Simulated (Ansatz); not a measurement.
**AlBCl2H4O2: density, localisation and related maps**

Input

```
crystal:
  periodic: [false, false, false]
  atoms:
    - { symbol: B, position_ang: [-0.037505, -0.632368, 0.111813] }
    - { symbol: Cl, position_ang: [0.656492, -0.686419, 1.815164] }
    - { symbol: O, position_ang: [0.761656, -0.476679, -0.951366] }
    - { symbol: H, position_ang: [1.668651, -0.241022, -0.706951] }
    - { symbol: Cl, position_ang: [-1.733141, -1.085483, -0.126383] }
    - { symbol: O, position_ang: [-0.424665, 1.914973, 0.534605] }
    - { symbol: Al, position_ang: [-1.803142, 2.966827, 0.311004] }
    - { symbol: H, position_ang: [-2.299882, 3.125052, -1.178601] }
    - { symbol: H, position_ang: [-2.417983, 3.691473, 1.579554] }
    - { symbol: H, position_ang: [-0.070682, 1.752147, 1.438062] }
basis:
  gaussian: { orbitals: cc-pVDZ }
hamiltonian:
  xc: b3lyp
relax:
  f_tol: 0.03
  max_steps: 50
output:
  orbitals: {}
```

Command:

```sh
ansatz run input.yaml --threads 4 --pin off --max-ram 5120MiB --backend cpu --events-out ev --progress --plain --runs-dir out
```

The fields are those of the run's last geometry, not of the input's.

The calculation used Ansatz 0.2.0, RKS B3LYP/cc-pVDZ.

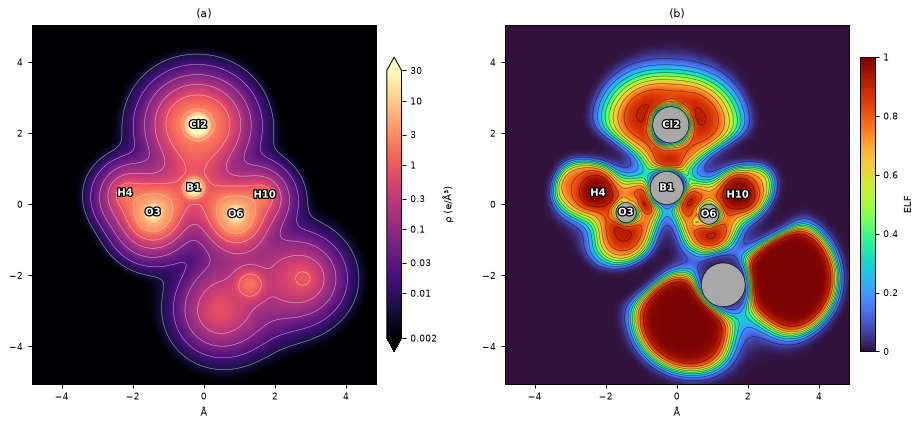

Figure 1. (a) electron density; (b) ELF on the plane of atoms O3, B1 and O6. Grey discs cover the atomic cores in the ELF map.

**What does the map show?**

Atoms in the plane: B, Cl, O and H. B–O (1.34 Å): ρ at the midpoint is about 2.2 e/Å³; the ELF peaks at about 0.90 between the atoms: a polar covalent bond. B–Cl (1.78 Å): ρ at the midpoint is about 1.3 e/Å³; the ELF peaks at about 0.90 between the atoms; a polar covalent bond. O–H (0.97 Å): ρ at the midpoint is about 3.7 e/Å³; the ELF climbs to about 1 towards the hydrogen, as it does in any bond to H (an ordinary covalent bond to hydrogen). B–O (1.39 Å): ρ at the midpoint is about 1.9 e/Å³; the ELF peaks at about 0.90 between the atoms; a polar covalent bond. The ELF also peaks beside O3 and Cl2, away from the bonds: lone-pair regions.

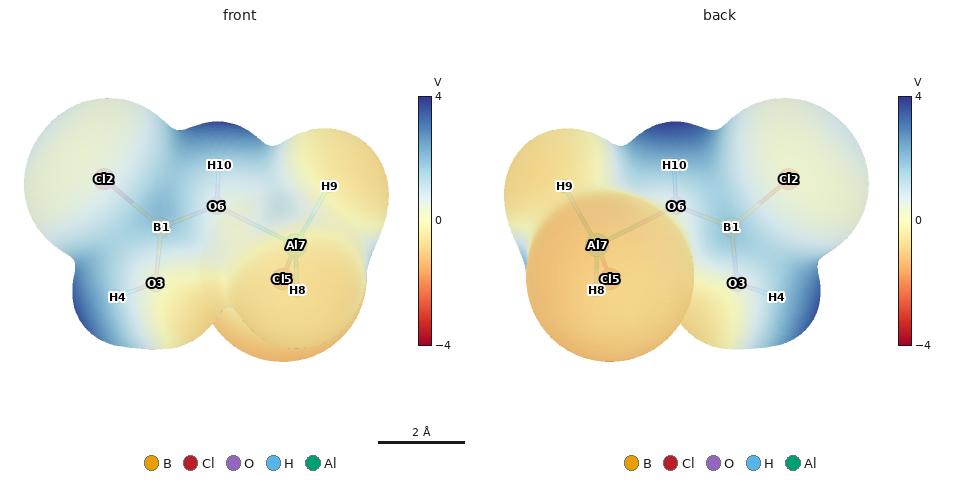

Figure 2. The electrostatic potential painted on the density surface at 0.002 e/bohr³, seen from the front and from behind; the colour scale runs from red (negative) to blue (positive).

**Where is the surface potential most negative and most positive?**

The most negative region (about −1.2 V) lies over Cl5, the most positive (about +3.7 V) over H10.

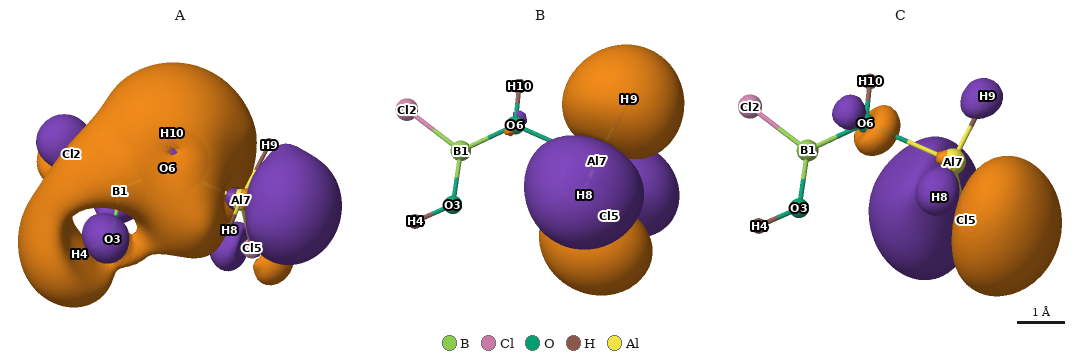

Figure 3. Three frontier orbitals at ±0.06 Å⁻³ᐟ² (orange and purple are the two phases), in no order.

**Which picture is the HOMO−1, the HOMO and the LUMO?**

C is the HOMO−1 (−7.95 eV). Its weight (Hirshfeld) is mainly on Cl5 (about 90 %); largely a lone pair of Cl5. B is the HOMO (−7.35 eV). By Hirshfeld shares it lies mainly on Cl5 (about 50 %), Al7 (about 15 %), H8 (about 15 %) and H9 (about 15 %). A is the LUMO (−0.40 eV). Its weight (Hirshfeld) is mainly on Al7 (about 25 %), B1 (about 20 %), H10 (about 15 %), O6 (about 15 %), H4 (about 5 %) and O3 (about 5 %).

**What is the HOMO–LUMO gap?**

6.95 eV between the orbital energies.
